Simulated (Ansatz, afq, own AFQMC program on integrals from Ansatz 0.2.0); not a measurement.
# BH₄+ (singlet): quantum Monte Carlo beside coupled cluster, cc-pVDZ, part 2 of 2

Ansatz 0.2.0, Gaussian basis, and an in-house AFQMC program (afq) on its integrals; all values are calculated; cc-pVDZ, frozen cores. Earlier steps stand in the parts before.

## (11) Phaseless AFQMC, CISD trial on RHF

It reads the integrals that the CCSD(T) run on this determinant wrote.

On the command line:

```console
$ afq ham --method phaseless --trial cisd --walkers 110 --populations 1 --least-time 40 --time-step 0.005 --steps-per-block 50 --equilibration-blocks 28 --max-blocks 300 --target-error 0.00029 --factor-cut 1e-05 --seed 3833 --release-times 0.24,0.5,1,1.5 --release-step 0.02 --release-every 4 --taylor-order 6
```

Standard output:

```text
orbitals 33  electrons 3 3  factors 259 of 305
reference energy -26.55396205 Eh
CCSD correlation -0.13272543 Eh in 9 cycles, weight of the determinant in the CISD state 0.9255
energy of the start -26.686687 Eh
 block  time / (1/Eh)  mean weight  energy / Eh
     1     0.250  0.9993  -26.686208
     2     0.500  1.0000  -26.686944
     3     0.750  0.9987  -26.687296
     4     1.000  0.9999  -26.688100
     5     1.250  0.9997  -26.688697
     6     1.500  1.0008  -26.688634
     7     1.750  0.9992  -26.689072
     8     2.000  1.0013  -26.690218
     9     2.250  0.9993  -26.689551
    10     2.500  0.9999  -26.690121
    13     3.250  1.0005  -26.689958
    17     4.250  0.9994  -26.688470
    21     5.250  0.9996  -26.689798
    25     6.250  0.9998  -26.690208
    29     7.250  0.9999  -26.691300
    33     8.250  1.0002  -26.689345
    37     9.250  1.0000  -26.690428
    41    10.250  0.9990  -26.690256
    45    11.250  1.0000  -26.689779
    49    12.250  0.9999  -26.689722
    53    13.250  1.0013  -26.689587
    57    14.250  1.0002  -26.690669
    61    15.250  0.9977  -26.692372
    65    16.250  0.9999  -26.689939
    69    17.250  1.0001  -26.688805
    73    18.250  0.9993  -26.690318
    77    19.250  0.9993  -26.689133
    81    20.250  0.9990  -26.690254
    85    21.250  1.0004  -26.691828
    89    22.250  0.9997  -26.692560
    93    23.250  1.0002  -26.688929
    97    24.250  1.0010  -26.689529
   101    25.250  0.9995  -26.690649
   105    26.250  1.0006  -26.689247
   109    27.250  1.0001  -26.690227
   113    28.250  1.0008  -26.688989
   117    29.250  0.9997  -26.690525
   121    30.250  0.9995  -26.689510
   125    31.250  1.0003  -26.689343
   129    32.250  1.0002  -26.690189
   133    33.250  0.9996  -26.690427
   137    34.250  0.9997  -26.690734
   141    35.250  0.9999  -26.688891
   145    36.250  0.9999  -26.690492
   149    37.250  0.9991  -26.690512
   153    38.250  0.9991  -26.691152
   157    39.250  0.9991  -26.690945
   161    40.250  0.9996  -26.689734
   165    41.250  0.9997  -26.688709
   169    42.250  1.0002  -26.688880
   173    43.250  0.9989  -26.689861
   177    44.250  1.0024  -26.690056
   181    45.250  0.9987  -26.689393
   185    46.250  1.0006  -26.689733
blocks merged  error / Eh  count
     1  0.000088  160
     2  0.000107  80
     4  0.000131  40
     8  0.000137  20
    16  0.000133  10
released: time / (1/Eh)  energy / Eh  error  mean overlap
  0.24  -26.690174  0.000129  1.0059
  0.50  -26.690164  0.000104  1.0086
  1.00  -26.690139  0.000130  1.0059
  1.50  -26.690237  0.000126  0.9952
energy -26.690071 +/- 0.000137 Eh
```

It took 3.1 min on 1 thread of Intel Xeon Platinum 8488C, shared host.

Energy -726.2738 ± 0.0037 eV. Caveats: constraint bias not in the error.

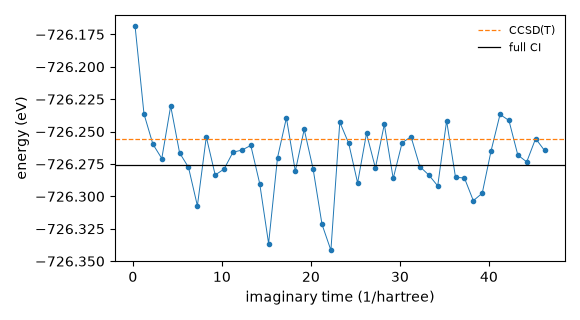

Block energies along the walk.

## (12) Phaseless AFQMC, single-determinant trial on RHF

It reads the integrals that the CCSD(T) run on this determinant wrote.

On the command line:

```console
$ afq ham --method phaseless --trial hf --walkers 220 --populations 1 --least-time 40 --time-step 0.005 --steps-per-block 20 --equilibration-blocks 112 --max-blocks 600 --target-error 0.00087 --factor-cut 1e-05 --seed 5668 --taylor-order 6
```

Standard output:

```text
orbitals 33  electrons 3 3  factors 259 of 305
reference energy -26.55396205 Eh
CCSD correlation -0.13272543 Eh in 9 cycles, weight of the determinant in the CISD state 0.9255
energy of the start -26.553962 Eh
 block  time / (1/Eh)  mean weight  energy / Eh
     1     0.100  1.0006  -26.578437
     2     0.200  1.0005  -26.596924
     3     0.300  1.0012  -26.611178
     4     0.400  1.0008  -26.623884
     5     0.500  1.0007  -26.635851
     6     0.600  0.9997  -26.638278
     7     0.700  1.0019  -26.647352
     8     0.800  1.0002  -26.653431
     9     0.900  1.0002  -26.660028
    10     1.000  1.0006  -26.666754
    18     1.800  1.0005  -26.672650
    35     3.500  1.0000  -26.698772
    52     5.200  1.0002  -26.700013
    69     6.900  0.9997  -26.692197
    86     8.600  0.9993  -26.695837
   103    10.300  1.0011  -26.709154
   120    12.000  0.9994  -26.689565
   137    13.700  1.0008  -26.686123
   154    15.400  0.9995  -26.691235
   171    17.100  0.9999  -26.684509
   188    18.800  1.0011  -26.702448
   205    20.500  1.0012  -26.697932
   222    22.200  1.0000  -26.677701
   239    23.900  1.0006  -26.689769
   256    25.600  1.0009  -26.685272
   273    27.300  0.9998  -26.684473
   290    29.000  0.9995  -26.693256
   307    30.700  0.9992  -26.686648
   324    32.400  1.0005  -26.690550
   341    34.100  1.0001  -26.683961
   358    35.800  0.9998  -26.707273
   375    37.500  0.9993  -26.694170
   392    39.200  0.9996  -26.692259
   409    40.900  1.0001  -26.684725
   426    42.600  1.0003  -26.683265
   443    44.300  1.0000  -26.693612
   460    46.000  0.9996  -26.683862
   477    47.700  0.9996  -26.681250
   494    49.400  1.0002  -26.711644
   511    51.100  1.0003  -26.698464
   528    52.800  0.9999  -26.694568
   545    54.500  1.0003  -26.696983
   562    56.200  0.9999  -26.688299
   579    57.900  1.0019  -26.692159
   596    59.600  1.0006  -26.694983
   613    61.300  1.0000  -26.681603
   630    63.000  1.0003  -26.694121
   647    64.700  1.0009  -26.688976
   664    66.400  0.9996  -26.691564
   681    68.100  0.9995  -26.687899
   698    69.800  1.0005  -26.702085
blocks merged  error / Eh  count
     1  0.000428  600
     2  0.000553  300
     4  0.000720  150
     8  0.000913  75
    16  0.001098  37
    32  0.001155  18
    64  0.001245  9
energy -26.692136 +/- 0.001155 Eh
```

It took 4.3 min on 1 thread of Intel Xeon Platinum 8488C, shared host.

Energy -726.3300 ± 0.0314 eV. Caveats: constraint bias not in the error.

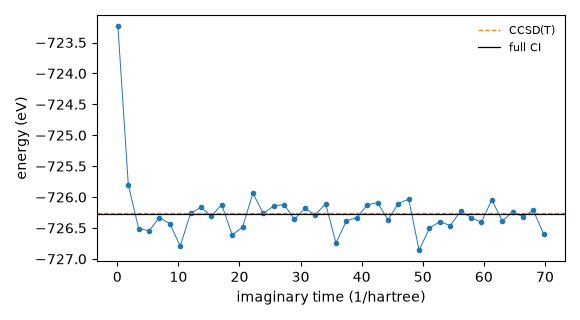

Block energies along the walk.

## (13) Free-projection AFQMC, CISD trial on RHF

It reads the integrals that the CCSD(T) run on this determinant wrote.

On the command line:

```console
$ afq ham --method free --trial cisd --walkers 110 --time-step 0.03 --max-blocks 80 --target-error 0.00029 --factor-cut 1e-05 --seed 5133 --times 0,0.3,0.6,1.2,1.8,2.4,3.6,4.8,6 --taylor-order 8
```

Standard output:

```text
orbitals 33  electrons 3 3  factors 259 of 305
reference energy -26.55396205 Eh
CCSD correlation -0.13272543 Eh in 9 cycles, weight of the determinant in the CISD state 0.9255
repeat  energy at the last time / Eh  error
    10  -26.690176  0.000449
    20  -26.690413  0.000373
    30  -26.690403  0.000322
    40  -26.690524  0.000280
time / (1/Eh)  energy / Eh  error  mean overlap
  0.00  -26.686672  0.000049  1.0797
  0.30  -26.688640  0.000090  1.0804
  0.60  -26.689468  0.000085  1.0713
  1.20  -26.690162  0.000112  1.0513
  1.80  -26.690287  0.000129  1.0385
  2.40  -26.690278  0.000111  1.0205
  3.60  -26.689995  0.000150  1.0467
  4.80  -26.690045  0.000179  1.0474
  6.00  -26.690517  0.000273  1.0395
energy -26.690517 +/- 0.000273 Eh
```

Run time: 1.9 min. Hardware: 1 thread of Intel Xeon Platinum 8488C, shared host.

Energy -726.2860 ± 0.0074 eV. Caveats: remainder of the start not in the error.

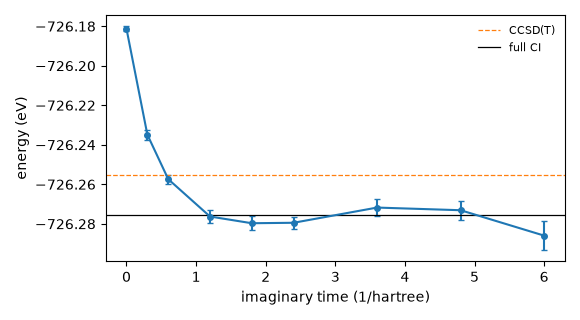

Energy against projection time, with error bars.

## (14) Phaseless AFQMC, CISD trial on RHF (settings varied)

It reads the integrals that the CCSD(T) run on this determinant wrote.

On the command line:

```console
$ afq ham --method phaseless --trial cisd --walkers 20 --populations 1 --least-time 40 --time-step 0.04 --steps-per-block 10 --equilibration-blocks 15 --max-blocks 50 --target-error 0.00058 --factor-cut 1e-05 --seed 7877 --taylor-order 4
```

Standard output:

```text
orbitals 33  electrons 3 3  factors 259 of 305
reference energy -26.55396205 Eh
CCSD correlation -0.13272543 Eh in 9 cycles, weight of the determinant in the CISD state 0.9255
energy of the start -26.686687 Eh
 block  time / (1/Eh)  mean weight  energy / Eh
     1     0.400  1.0032  -26.686645
     2     0.800  0.9951  -26.687560
     3     1.200  0.9922  -26.687586
     4     1.600  0.9880  -26.687038
     5     2.000  1.0267  -26.689876
     6     2.400  0.9801  -26.689281
     7     2.800  0.9653  -26.695299
     8     3.200  1.0278  -26.690609
     9     3.600  1.0008  -26.686871
    10     4.000  0.9826  -26.687653
    11     4.400  1.0069  -26.689218
    12     4.800  1.0025  -26.689729
    13     5.200  1.0008  -26.690548
    14     5.600  0.9997  -26.689166
    15     6.000  1.0151  -26.691631
    16     6.400  1.0025  -26.689531
    17     6.800  0.9867  -26.684268
    18     7.200  1.0108  -26.687404
    19     7.600  1.0001  -26.688974
    20     8.000  0.9956  -26.690041
    21     8.400  0.9826  -26.690588
    22     8.800  0.9968  -26.690217
    23     9.200  1.0202  -26.688720
    24     9.600  0.9983  -26.688808
    25    10.000  0.9834  -26.688221
    26    10.400  1.0079  -26.688300
    27    10.800  0.9969  -26.688784
    28    11.200  1.0256  -26.689398
    29    11.600  0.9655  -26.689128
    30    12.000  0.9866  -26.688227
    31    12.400  1.0120  -26.689197
    32    12.800  1.0253  -26.690598
    33    13.200  1.0074  -26.693362
    34    13.600  1.0015  -26.695732
    35    14.000  1.0353  -26.691720
    36    14.400  0.9966  -26.689054
    37    14.800  0.9736  -26.690980
    38    15.200  0.9837  -26.689747
    39    15.600  0.9849  -26.691517
    40    16.000  0.9903  -26.692657
    41    16.400  0.9759  -26.691669
    42    16.800  1.0253  -26.690114
    43    17.200  1.0208  -26.689426
    44    17.600  1.0021  -26.690579
    45    18.000  0.9956  -26.689016
    46    18.400  0.9974  -26.689060
    47    18.800  1.0191  -26.690137
    48    19.200  0.9959  -26.690164
    49    19.600  1.0167  -26.692125
    50    20.000  1.0004  -26.690189
    51    20.400  0.9857  -26.689879
    52    20.800  1.0054  -26.695340
    53    21.200  0.9946  -26.693899
    54    21.600  1.0073  -26.691840
    55    22.000  1.0136  -26.690384
    56    22.400  1.0046  -26.689039
    57    22.800  0.9866  -26.688378
    58    23.200  0.9949  -26.688331
    59    23.600  0.9809  -26.688153
    60    24.000  1.0214  -26.687910
    61    24.400  0.9828  -26.689136
    62    24.800  1.0093  -26.690656
    63    25.200  0.9880  -26.689987
    64    25.600  0.9894  -26.689268
    65    26.000  0.9888  -26.689559
blocks merged  error / Eh  count
     1  0.000277  50
     2  0.000351  25
     4  0.000356  12
energy -26.689992 +/- 0.000351 Eh
```

It took 3.1 s on 1 thread of Intel Xeon Platinum 8488C, shared host.

Energy -726.2717 ± 0.0096 eV. The run doesn't count as converged. Caveats: constraint bias not in the error; error not settled.

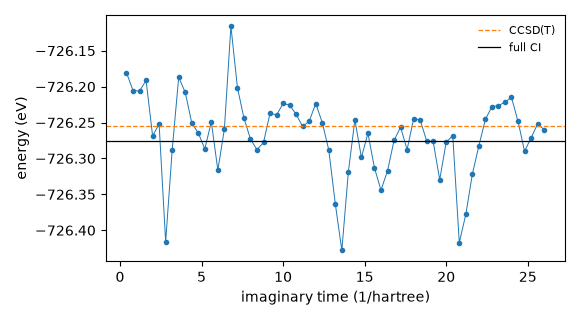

Block energies along the walk.

## (15) UHF

File in.yaml:

```yaml
crystal:
  periodic: [false, false, false]
  atoms:
    - {symbol: B, position_ang: [0.000000, 0.000000, 0.000000]}
    - {symbol: H, position_ang: [-0.015583, 0.861426, 0.849833]}
    - {symbol: H, position_ang: [-0.021323, -0.849967, 0.861171]}
    - {symbol: H, position_ang: [0.021323, 0.849967, -0.861171]}
    - {symbol: H, position_ang: [0.015583, -0.861426, -0.849833]}
basis:
  gaussian: {orbitals: cc-pVDZ}
total_charge: 1
magnetization: {spin_polarized: true, initial_magnetization: 0}
hamiltonian: {xc: hf}
output: {orbitals: {seedname: orbitals}}
```

On the command line:

```console
$ ansatz run in.yaml --threads 1 --pin off --events-out ev --progress --plain --max-ram 1843MiB
```

Standard output:

```text
Functional definition: HF
  name "HF"
  cite "Fock, Z. Phys. 61, 126 (1930) doi:10.1007/BF01340294"
  parent pbe
  exchange = exact_x
  correlation = 0
305 factors; integrals over basis functions are off by at most 9.1e-4 eV
mean field evaluation 1: about -722.2028 eV, gradient 7.5e0 eV
mean field evaluation 2: about -722.2025 eV, gradient 7.5e0 eV
mean field evaluation 4: about -722.5698 eV, gradient 2.1e-1 eV
mean field evaluation 8: about -722.5701 eV, gradient 4.4e-6 eV
mean field -722.57011777 eV, -26.5539620524 hartree, gradient 4.4e-6 eV, S^2 0.000000; 0 other end points of the search recorded, 0 dependent functions left out
reference -722.57011777 eV, -26.5539620524 hartree; 4, 4 occupied and 30, 30 virtual orbitals, 305 factors
Total energy: -722.57011777 eV, -26.5539620524 hartree
```

It took 0.15 s on 1 thread of Intel Xeon Platinum 8488C, shared host.

From the report: ⟨S²⟩ of the determinant 0.000 (pure singlet: 0.00).

## (16) All levels side by side

On the RHF determinant, counted from full CI (exact for this spin and basis):

| level | energy (eV) | from full CI (kJ/mol) | statistical error (kJ/mol) | time |
| --- | --- | --- | --- | --- |
| HF | -722.5701 | +357.5 |  |  |
| MP2 | -725.4743 | +77.3 |  |  |
| CCSD | -726.1818 | +9.0 |  |  |
| CCSD(T) | -726.2554 | +1.9 |  |  |
| CCSDT(Q) | -726.2745 | +0.1 |  |  |
| full CI | -726.2755 | 0.0 |  |  |
| Phaseless AFQMC, CISD trial, step 0.005, 110 walkers | -726.2738 | +0.2 | 0.4 | 3.1 min |
| Phaseless AFQMC, single-determinant trial, step 0.005, 220 walkers | -726.3300 | -5.3 | 3.0 | 4.3 min |
| Free-projection AFQMC, CISD trial, step 0.03, 110 walkers | -726.2860 | -1.0 | 0.7 | 1.9 min |

The functionals' totals stand on their own zeros and serve differences with other points: PBE -727.783 eV; r2SCAN -728.632 eV; PBE0 -727.968 eV; B3LYP -729.378 eV; wB97M-V -728.073 eV; B2PLYP -727.861 eV.

## (17) Results

What follows sums up all 2 parts.

```
                                                     quantity              value
                                  CCSD(T) on RHF from full CI        +1.9 kJ/mol
              Phaseless AFQMC, CISD trial on RHF from full CI  +0.2 ± 0.4 kJ/mol
Phaseless AFQMC, single-determinant trial on RHF from full CI  -5.3 ± 3.0 kJ/mol
        Free-projection AFQMC, CISD trial on RHF from full CI  -1.0 ± 0.7 kJ/mol
```

What this shows: On RHF the phaseless walk with the CISD trial lies +0.2 kJ/mol from full CI, within three error bars. Free projection has no constraint; at the last time it gives -1.0 ± 0.7 kJ/mol. Error bars are statistical and leave out the constraint, the time step and what remains of the start.
